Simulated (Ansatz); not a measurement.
# What Sn2TeO (built on the sites of a database entry of SnO) distorts into, part 2 of 3

Wanted: the energy along a soft mode of Sn2TeO (built on the sites of a database entry of SnO) and the structure at the end.

Ansatz 0.2.0; DFT PBEsol, scalar-relativistic, plane waves, PAW.

So far, highest frequency on the path or at a solved wavevector (cm⁻¹): step 2 (the dispersion) 208. Also lowest frequency on the path (cm⁻¹): step 2 -219.

The structure was built from a prototype and need not be the compound's stable phase.

## Step 4: The mode frozen in, largest atomic shift 0.6 Å

The atoms are moved along the unstable eigenvector, the largest shift by 0.6 Å, with the cell fixed.

input.yaml reads:

```yaml
crystal:
  lattice:
    - [4.6545958854, 0.0, 4.4974265172]
    - [4.6545958854, 0.0, -4.4974265172]
    - [0.0, 4.6545958854, 4.4974265172]
  atoms:
    - { symbol: Sn, position: [0.4081275801, 0.0752521186, 0.0] }
    - { symbol: Sn, position: [0.9247478814, 0.5918724199, 0.0] }
    - { symbol: Sn, position: [0.0918724199, 0.9081275801, 0.4833796987] }
    - { symbol: Sn, position: [0.5752521186, 0.4247478814, 0.5166203013] }
    - { symbol: O, position: [0.4332951858, 0.5667048142, 0.0] }
    - { symbol: O, position: [0.0667048142, -0.0667048142, 0.0] }
    - { symbol: Te, position: [0.0, 0.5, 0.5] }
    - { symbol: Te, position: [0.5, 0.0, 0.5] }
kpoints:
  mp_grid: { grid: [8, 8, 8] }
hamiltonian:
  xc: pbesol
scf:
  occupations: { method: methfessel_paxton, width: 0.2 }
output:
  forces: true
  stress: true
  eigenvalues: true
```

Started as:

```sh
> ansatz run input.yaml --threads 4 --pin off --max-ram 14336MiB --backend cpu --events-out ev --progress --plain --runs-dir out
```

Numbers of over 12 decimals in the logs are rounded to 6 here.

The log of the run:

```text
[...]
Crystal: 8 atoms, lattice volume = 194.876 Å³
Basis set: ecut = 420 eV, 3775 PW (Γ), exchange–correlation on 90×90×90 points (8 copies of the dense FFT grid, shifted against one another)
Bands: 60, of which v1, the nominal top of the filled ones, is band 50 counted from 1 (49 counted from 0)
Symmetry: 8 space group operations
[...]
k-points: 59 of 512 (time reversal used)
[...]
k-point 0: bands = [... 46 lower, 7.5012, 7.9107, 8.6392, 8.6392, 10.3375, 10.8240, 12.0076, 12.5078, ... 6 higher]
  k-point 1: bands = [... 46 lower, 7.7328, 7.9213, 8.4612, 8.5493, 10.7604, 10.8015, 11.6214, 12.2446, ... 6 higher]
  k-point 2: bands = [... 46 lower, 7.8035, 8.0979, 8.2571, 8.3334, 10.3774, 11.0903, 11.5790, 11.7225, ... 6 higher]
  k-point 58: bands = [... 46 lower, 8.0676, 8.1961, 8.5500, 8.5500, 8.5620, 9.2986, 9.8105, 9.9419, ... 6 higher]
[key lines of the parts left out:]
SCF converged after 9 iterations
Free energy (F): -38719.701100 eV
Fermi energy:    8.974277 eV
P = ⅓ Tr σ = 1.2267 GPa (12.267 kbar)
```

Wall time 18 s (4 threads of Arm Neoverse V1, shared host); peak memory 0.81 GiB; 72 s of CPU time.

This step gave:

```yaml
pressure: 1.227 GPa
energy_from_the_undistorted_cell: -119.5 meV/atom
```

The energy, extrapolated to zero smearing, is -119.47 meV/atom against the undistorted cell.

The run ends at a pressure of 1.23 GPa, with forces up to 1.5 eV/Å.

## Step 5: Energy along the mode, all amplitudes (two of the runs are shown above)

An imaginary frequency means negative curvature, so the energy should fall and then rise again as anharmonic terms take over.

Numbers from this step:

```
depth at the lowest point sampled  : 119.5 meV/atom
largest atomic shift at that point : 0.6 Å
```

Energy from the parent against largest atomic shift:

```tsv
largest atomic shift (Å)	energy from the parent (meV/atom)
0.000	0
0.040	-0.699
0.080	-2.79
0.140	-8.45
0.220	-20.4
0.320	-41.4
0.450	-75.9
0.600	-119
```

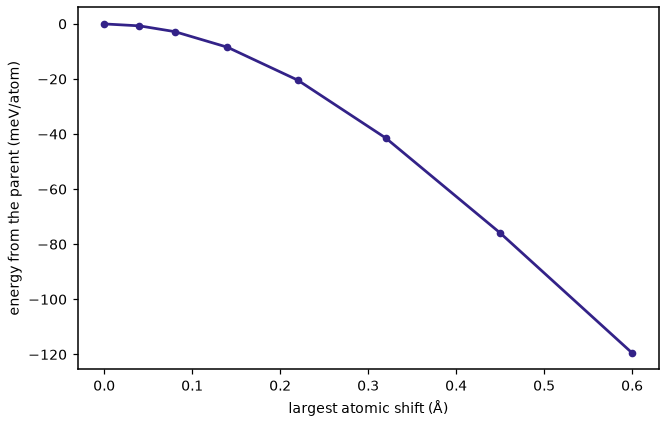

Energy from the parent, plotted against largest atomic shift.

Displacement at unit largest shift by atom:

```tsv
atom	x (Å)	y (Å)	z (Å)	size
Sn1	-0.13	0.00	0.00	0.13
Sn2	0.13	0.00	0.00	0.13
Sn3	0.00	-0.13	0.00	0.13
Sn4	0.00	0.13	0.00	0.13
O5	0.00	0.00	-1.00	1.00
O6	0.00	0.00	1.00	1.00
Te7	0.00	0.00	0.00	0.00
Te8	0.00	0.00	0.00	0.00
```

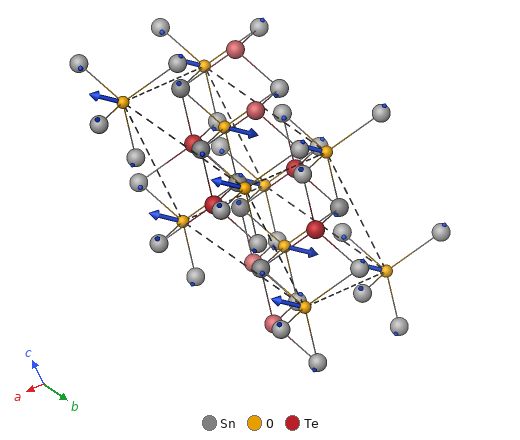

Displacement at unit largest shift as arrows, the longest 1 Å. Some periodic images of atoms are drawn too.

The lowest of the steps tried is the last one, at 0.6 Å, 119 meV/atom below the parent; the bottom of the well need not coincide with a step.

## Step 6: Relaxation from the frozen mode

Starting from the lowest point found, all atoms and the cell are let go, so that strain and other modes of the same symmetry can join in.

Edit input.yaml of step 4 so:

```diff
@@ -24 +24,6 @@
   eigenvalues: true
+relax:
+  adjacent_minimum: "off"
+  f_tol: 0.002
+  max_steps: 120
+  cell: { stress_tol: 0.03 }
```

The log of the run:

```text
[...]
Crystal: 8 atoms, lattice volume = 194.876 Å³
Basis set: ecut = 420 eV, 3775 PW (Γ), exchange–correlation on 90×90×90 points (8 copies of the dense FFT grid, shifted against one another)
Bands: 60, of which v1, the nominal top of the filled ones, is band 50 counted from 1 (49 counted from 0)
Symmetry: 8 space group operations
[...]
k-points: 59 of 512 (time reversal used)
[...]
SCF iter   1: F=—  HF=-38719.727403 eV  |F-HF|=—  |Δ(HF+E_count)|=         —  Δρ=7.80e-3  dr2=1.05e-1  ethr=1.77e-3  ⟨swp⟩=8.2  Hψ=14522  notcnv=0
[...]
SCF iter   9: F=-38719.701100 eV  HF=-38719.701101 eV  |F-HF|=2.55e-8  |Δ(HF+E_count)|=   4.25e-8  S|Δr|=    0.00e0  Δρ=3.48e-6  dr2=6.06e-8  ethr=1.00e-10  ⟨swp⟩=10.9  Hψ=17039  notcnv=0
SCF 1 converged in 9 iterations: F = -38719.701100 eV  dr2 = 6.06e-8
[...]
relax step   1: F+E_penalty+E_count = -38719.70110049 eV  Δ(F+E_penalty+E_count) = +0.000e0 eV  max|allowed force component| = 1.337e0 eV/Å  Δτ_max = 0.0000 Å  P = +1.227 GPa  Ω = 194.876 Å³  (9 SCF iters, dr2 threshold 1.00e-7 eV, accepted)
Crystal: 8 atoms, lattice volume = 199.523 Å³
Basis set: ecut = 420 eV, 3831 PW (Γ), exchange–correlation on 90×90×90 points (8 copies of the dense FFT grid, shifted against one another)
[...]
SCF iter   8: F=-38720.978057 eV  HF=-38720.978058 eV  |F-HF|=1.28e-7  |Δ(HF+E_count)|=   4.78e-6  S|Δr|=    0.00e0  Δρ=1.35e-5  dr2=6.75e-7  ethr=8.00e-10  ⟨swp⟩=8.1  Hψ=17796  notcnv=0
SCF 2 converged in 8 iterations: F = -38720.978057 eV  dr2 = 6.75e-7
relax step   2: F+E_penalty+E_count = -38720.97805744 eV  Δ(F+E_penalty+E_count) = -1.277e0 eV  max|allowed force component| = 1.280e0 eV/Å  Δτ_max = 0.1949 Å  P = +0.172 GPa  Ω = 199.523 Å³  energy of the carried Pulay correction = -4.842e-3 eV  (8 SCF iters, dr2 threshold 8.00e-7 eV, accepted)
Crystal: 8 atoms, lattice volume = 203.039 Å³
Basis set: ecut = 420 eV, 3911 PW (Γ), exchange–correlation on 90×90×90 points (8 copies of the dense FFT grid, shifted against one another)
[...]
SCF iter   9: F=-38721.677730 eV  HF=-38721.677730 eV  |F-HF|=1.26e-8  |Δ(HF+E_count)|=   1.79e-6  S|Δr|=    0.00e0  Δρ=8.01e-6  dr2=3.45e-7  ethr=8.00e-10  ⟨swp⟩=10.8  Hψ=16819  notcnv=0
SCF 3 converged in 9 iterations: F = -38721.677730 eV  dr2 = 3.45e-7
[...]
relax step   3: F+E_penalty+E_count = -38721.67773046 eV  Δ(F+E_penalty+E_count) = -6.997e-1 eV  max|allowed force component| = 7.542e-1 eV/Å  Δτ_max = 0.1911 Å  P = +5.237 GPa  Ω = 203.039 Å³  energy of the carried Pulay correction = -8.431e-3 eV  (9 SCF iters, dr2 threshold 8.00e-7 eV, accepted)
[... from here on, the SCF cycles and remarks between the steps are left out ...]
relax step   4: F+E_penalty+E_count = -38722.05916691 eV  Δ(F+E_penalty+E_count) = -3.814e-1 eV  max|allowed force component| = 2.519e-1 eV/Å  Δτ_max = 0.0500 Å  P = +0.380 GPa  Ω = 223.596 Å³  energy of the carried Pulay correction = -2.821e-2 eV  (9 SCF iters, dr2 threshold 8.00e-7 eV, accepted)
relax step   5: F+E_penalty+E_count = -38722.13495108 eV  Δ(F+E_penalty+E_count) = -7.578e-2 eV  max|allowed force component| = 3.696e-1 eV/Å  Δτ_max = 0.1117 Å  P = +0.493 GPa  Ω = 239.840 Å³  energy of the carried Pulay correction = -4.253e-2 eV  (7 SCF iters, dr2 threshold 8.00e-7 eV, accepted)
relax step   6: F+E_penalty+E_count = -38722.16553057 eV  Δ(F+E_penalty+E_count) = -3.058e-2 eV  max|allowed force component| = 7.324e-2 eV/Å  Δτ_max = 0.0311 Å  P = -0.065 GPa  Ω = 238.505 Å³  energy of the carried Pulay correction = -4.139e-2 eV  (6 SCF iters, dr2 threshold 8.00e-7 eV, accepted)
relax step   7: F+E_penalty+E_count = -38722.17210739 eV  Δ(F+E_penalty+E_count) = -6.577e-3 eV  max|allowed force component| = 4.155e-2 eV/Å  Δτ_max = 0.0216 Å  P = -0.119 GPa  Ω = 239.078 Å³  energy of the carried Pulay correction = -4.188e-2 eV  (8 SCF iters, dr2 threshold 3.35e-7 eV, accepted)
relax step   8: F+E_penalty+E_count = -38722.17514934 eV  Δ(F+E_penalty+E_count) = -3.042e-3 eV  max|allowed force component| = 6.566e-3 eV/Å  Δτ_max = 0.0118 Å  P = -0.009 GPa  Ω = 238.567 Å³  energy of the carried Pulay correction = -4.144e-2 eV  (8 SCF iters, dr2 threshold 1.36e-7 eV, accepted)
relax step   9: F+E_penalty+E_count = -38722.17534879 eV  Δ(F+E_penalty+E_count) = -1.995e-4 eV  max|allowed force component| = 1.824e-2 eV/Å  Δτ_max = 0.0034 Å  P = -0.028 GPa  Ω = 238.459 Å³  energy of the carried Pulay correction = -4.135e-2 eV  (8 SCF iters, dr2 threshold 4.06e-9 eV, accepted)
relax step  10: F+E_penalty+E_count = -38722.17575363 eV  Δ(F+E_penalty+E_count) = -4.048e-4 eV  max|allowed force component| = 7.149e-3 eV/Å  Δτ_max = 0.0068 Å  P = -0.035 GPa  Ω = 238.137 Å³  energy of the carried Pulay correction = -4.108e-2 eV  (8 SCF iters, dr2 threshold 2.08e-8 eV, accepted)
relax step  11: F+E_penalty+E_count = -38722.17587397 eV  Δ(F+E_penalty+E_count) = -1.203e-4 eV  max|allowed force component| = 1.876e-3 eV/Å  Δτ_max = 0.0013 Å  P = -0.003 GPa  Ω = 238.023 Å³  energy of the carried Pulay correction = -4.098e-2 eV  (7 SCF iters, dr2 threshold 4.24e-9 eV, accepted)
relax step  12: F+E_penalty+E_count = -38722.33850270 eV  Δ(F+E_penalty+E_count) = -1.626e-1 eV  max|allowed force component| = 2.003e-2 eV/Å  Δτ_max = 0.0000 Å  P = +0.768 GPa  Ω = 238.023 Å³  stress off target by 1.52e0 GPa  SCF on the basis re-selected at this cell (its energy is not comparable with the rows above)  (11 SCF iters)
relax step  13: F+E_penalty+E_count = -38722.40235573 eV  Δ(F+E_penalty+E_count) = -6.385e-2 eV  max|allowed force component| = 3.449e-2 eV/Å  Δτ_max = 0.0252 Å  P = +0.347 GPa  Ω = 244.468 Å³  energy of the carried Pulay correction = -6.696e-3 eV  (7 SCF iters, dr2 threshold 8.00e-7 eV, accepted)
relax step  14: F+E_penalty+E_count = -38722.43466825 eV  Δ(F+E_penalty+E_count) = -3.231e-2 eV  max|allowed force component| = 5.687e-2 eV/Å  Δτ_max = 0.0237 Å  P = +0.201 GPa  Ω = 249.877 Å³  energy of the carried Pulay correction = -1.329e-2 eV  (8 SCF iters, dr2 threshold 8.00e-7 eV, accepted)
relax step  15: F+E_penalty+E_count = -38722.44135410 eV  Δ(F+E_penalty+E_count) = -6.686e-3 eV  max|allowed force component| = 5.696e-2 eV/Å  Δτ_max = 0.0337 Å  P = -0.000 GPa  Ω = 250.707 Å³  energy of the carried Pulay correction = -1.453e-2 eV  (9 SCF iters, dr2 threshold 3.39e-7 eV, accepted)
[...]
relax step  25: F+E_penalty+E_count = -38722.52187692 eV  Δ(F+E_penalty+E_count) = -7.111e-3 eV  max|allowed force component| = 2.301e-2 eV/Å  Δτ_max = 0.0180 Å  P = -0.014 GPa  Ω = 249.303 Å³  energy of the carried Pulay correction = -2.124e-3 eV  (6 SCF iters, dr2 threshold 8.00e-7 eV, accepted)
relax step  26: F+E_penalty+E_count = -38722.52086112 eV  Δ(F+E_penalty+E_count) = +1.016e-3 eV  max|allowed force component| = 1.165e-2 eV/Å  Δτ_max = 0.0098 Å  P = -0.026 GPa  Ω = 250.742 Å³  energy of the carried Pulay correction = -3.523e-3 eV  (6 SCF iters, dr2 threshold 3.31e-8 eV, accepted)
relax step  27: F+E_penalty+E_count = -38722.52174641 eV  Δ(F+E_penalty+E_count) = -8.853e-4 eV  max|allowed force component| = 1.803e-3 eV/Å  Δτ_max = 0.0117 Å  P = -0.003 GPa  Ω = 249.981 Å³  energy of the carried Pulay correction = -2.841e-3 eV  (7 SCF iters, dr2 threshold 8.49e-9 eV, accepted)
relax step  28: F+E_penalty+E_count = -38722.53461288 eV  Δ(F+E_penalty+E_count) = -1.287e-2 eV  max|allowed force component| = 3.150e-3 eV/Å  Δτ_max = 0.0000 Å  P = +0.047 GPa  Ω = 249.981 Å³  stress off target by 2.06e-1 GPa  SCF on the basis re-selected at this cell (its energy is not comparable with the rows above)  (8 SCF iters)
relax step  29: F+E_penalty+E_count = -38722.53856565 eV  Δ(F+E_penalty+E_count) = -3.953e-3 eV  max|allowed force component| = 6.741e-3 eV/Å  Δτ_max = 0.0370 Å  P = +0.030 GPa  Ω = 250.436 Å³  energy of the carried Pulay correction = -8.969e-4 eV  (9 SCF iters, dr2 threshold 1.06e-7 eV, accepted)
relax step  30: F+E_penalty+E_count = -38722.53806621 eV  Δ(F+E_penalty+E_count) = +4.994e-4 eV  max|allowed force component| = 3.408e-3 eV/Å  Δτ_max = 0.0108 Å  P = +0.016 GPa  Ω = 251.461 Å³  energy of the carried Pulay correction = -2.003e-3 eV  (9 SCF iters, dr2 threshold 9.51e-9 eV, accepted)
relax step  31: F+E_penalty+E_count = -38722.53788946 eV  Δ(F+E_penalty+E_count) = +1.768e-4 eV  max|allowed force component| = 1.517e-3 eV/Å  Δτ_max = 0.0040 Å  P = -0.001 GPa  Ω = 251.639 Å³  energy of the carried Pulay correction = -2.202e-3 eV  (9 SCF iters, dr2 threshold 7.26e-10 eV, accepted)
relax step  32: F+E_penalty+E_count = -38722.54228984 eV  Δ(F+E_penalty+E_count) = -4.400e-3 eV  max|allowed force component| = 2.194e-3 eV/Å  Δτ_max = 0.0000 Å  P = +0.013 GPa  Ω = 251.639 Å³  stress off target by 7.80e-2 GPa  SCF on the basis re-selected at this cell (its energy is not comparable with the rows above)  (8 SCF iters)
relax step  33: F+E_penalty+E_count = -38722.54210029 eV  Δ(F+E_penalty+E_count) = +1.896e-4 eV  max|allowed force component| = 3.216e-2 eV/Å  Δτ_max = 0.0238 Å  P = +0.041 GPa  Ω = 252.660 Å³  energy of the carried Pulay correction = -1.290e-3 eV  (9 SCF iters, dr2 threshold 1.52e-8 eV, accepted)
relax step  34: F+E_penalty+E_count = -38722.54186678 eV  Δ(F+E_penalty+E_count) = +2.335e-4 eV  max|allowed force component| = 1.604e-2 eV/Å  Δτ_max = 0.0089 Å  P = +0.021 GPa  Ω = 252.854 Å³  energy of the carried Pulay correction = -1.558e-3 eV  (8 SCF iters, dr2 threshold 6.46e-8 eV, accepted)
relax step  35: F+E_penalty+E_count = -38722.54212443 eV  Δ(F+E_penalty+E_count) = -2.576e-4 eV  max|allowed force component| = 3.754e-3 eV/Å  Δτ_max = 0.0035 Å  P = -0.012 GPa  Ω = 252.722 Å³  energy of the carried Pulay correction = -1.421e-3 eV  (7 SCF iters, dr2 threshold 1.61e-8 eV, accepted)
relax step  36: F+E_penalty+E_count = -38722.54209595 eV  Δ(F+E_penalty+E_count) = +2.848e-5 eV  max|allowed force component| = 4.035e-4 eV/Å  Δτ_max = 0.0007 Å  P = -0.000 GPa  Ω = 252.768 Å³  energy of the carried Pulay correction = -1.455e-3 eV  (7 SCF iters, dr2 threshold 8.81e-10 eV, accepted)
relax step  37: F+E_penalty+E_count = -38722.54419060 eV  Δ(F+E_penalty+E_count) = -2.095e-3 eV  max|allowed force component| = 7.914e-4 eV/Å  Δτ_max = 0.0000 Å  P = +0.006 GPa  Ω = 252.768 Å³  stress off target by 3.83e-2 GPa  SCF on the basis re-selected at this cell (its energy is not comparable with the rows above)  (8 SCF iters)
relax step  38: F+E_penalty+E_count = -38722.54396208 eV  Δ(F+E_penalty+E_count) = +2.285e-4 eV  max|allowed force component| = 2.827e-3 eV/Å  Δτ_max = 0.0141 Å  P = +0.000 GPa  Ω = 253.216 Å³  energy of the carried Pulay correction = -6.361e-4 eV  (10 SCF iters, dr2 threshold 3.66e-9 eV, accepted)
relax step  39: F+E_penalty+E_count = -38722.54368586 eV  Δ(F+E_penalty+E_count) = +2.762e-4 eV  max|allowed force component| = 7.901e-4 eV/Å  Δτ_max = 0.0029 Å  P = +0.002 GPa  Ω = 253.485 Å³  energy of the carried Pulay correction = -9.356e-4 eV  (9 SCF iters, dr2 threshold 5.00e-10 eV, accepted)
[...]
SCF iter   7: F=-38722.544871 eV  HF=-38722.544871 eV  |F-HF|=0.00e0  |Δ(HF+E_count)|=  2.91e-11  S|Δr|=    0.00e0  Δρ=6.31e-8  dr2=2.00e-11  ethr=1.00e-12  ⟨swp⟩=8.5  Hψ=18031  notcnv=0
SCF 40 converged in 7 iterations: F = -38722.544871 eV  dr2 = 2.00e-11
relax step  40: F+E_penalty+E_count = -38722.54487131 eV  Δ(F+E_penalty+E_count) = -1.185e-3 eV  max|allowed force component| = 8.184e-4 eV/Å  Δτ_max = 0.0000 Å  P = +0.005 GPa  Ω = 253.485 Å³  stress off target by 2.37e-2 GPa  SCF on the basis re-selected at this cell (its energy is not comparable with the rows above)  (7 SCF iters)
[...]
SCF converged after 7 iterations
[...]
Free energy (F): -38722.544871 eV
[...]
Internal energy: -38722.546204 eV  (E = F + TS)
E sigma→0 (E₀):  -38722.545205 eV
Entropy (-TS):   0.001333 eV (0.167 meV/atom)
Fermi energy:    5.847269 eV
Step filling:    the computed levels leave a gap of 0.0111 eV = 0.1 smearing widths at the electron count; against every level under it full and every level over it empty, smearing changes F+E_penalty+E_count by +0.231 meV and its σ→0 estimate by -0.102 meV
[...]
--- Forces (eV/Å), atoms counted from 1 ---
  atom   1  Sn    -0.00005799    -0.00000000     0.00017448
  atom   2  Sn     0.00005799    -0.00000000     0.00017448
  atom   3  Sn     0.00000000    -0.00005799    -0.00017448
  atom   4  Sn     0.00000000     0.00005799    -0.00017448
  atom   5  O      0.00000000    -0.00000000    -0.00081844
  atom   6  O      0.00000000    -0.00000000     0.00081844
  atom   7  Te    -0.00000000     0.00000000    -0.00000000
  atom   8  Te    -0.00000000    -0.00000000    -0.00000000
  max |Σ_I F_I| component: 2.87e-16 eV/Å
--- Stress (GPa, compression-positive) ---
       -0.004186      -0.000000       0.000000
       -0.000000      -0.004186       0.000000
        0.000000       0.000000       0.023695
  P = ⅓ Tr σ = 0.0051 GPa (0.051 kbar)
--- Band table (eV; the first three rows and the last of 59) ---
  k-point 0: bands = [... 46 lower, 4.0512, 5.2095, 5.2095, 5.8244, 7.6691, 8.1005, 8.1892, 8.4067, ... 6 higher]
  k-point 1: bands = [... 46 lower, 4.1797, 4.9324, 5.1321, 5.7957, 7.6724, 7.9918, 8.2491, 8.4330, ... 6 higher]
  k-point 2: bands = [... 46 lower, 4.4606, 4.6178, 4.9402, 5.4902, 7.5366, 7.6015, 8.2345, 8.3405, ... 6 higher]
  k-point 58: bands = [... 46 lower, 4.3453, 4.8820, 4.8820, 5.2109, 5.5901, 7.2339, 7.5026, 8.4522, ... 6 higher]
--- Relaxed structure (34 steps of the walk, 33 accepted, 6 SCFs on fresh bases) ---
  F+E_penalty+E_count = -38722.54487131 eV   max|allowed force component| = 8.184e-4 eV/Å   (the final SCF, on the basis selected at the relaxed cell)
  cell:  # Å, volume = 253.4849 Å³
    - [4.385300, 0, 6.590578]
    - [4.385300, 0, -6.590578]
    - [0, 4.385300, 6.590578]
  atoms:
    - { symbol: Sn, position: [0.376244, 0.072683, -1.2811234520647478e-19] }
    - { symbol: Sn, position: [0.927317, 0.623756, -1.2811234520648174e-19] }
    - { symbol: Sn, position: [0.123756, 0.876244, 0.448926] }
    - { symbol: Sn, position: [0.572683, 0.427317, 0.551074] }
    - { symbol: O, position: [0.365865, 0.634135, -1.2811234520648332e-19] }
    - { symbol: O, position: [0.134135, -0.134135, -1.2811234520647993e-19] }
    - { symbol: Te, position: [1.168820980299831e-18, 0.5, 0.5] }
    - { symbol: Te, position: [0.5, 0.0, 0.5] }
```

Elapsed: 16 min, on 4 threads; peak memory 0.98 GiB; 64 min of CPU time.

[end of part 2 of 3]

[Logs are printed without paths, hosts, clocks, repeated set-up lines and the standing remarks that a program may print on its own settings, such as how far it seeks lower states.]

[Hosts, paths, dates, database ids (printed as entryN), source tags and the programs' standing remarks are cut or masked in the printed files.]
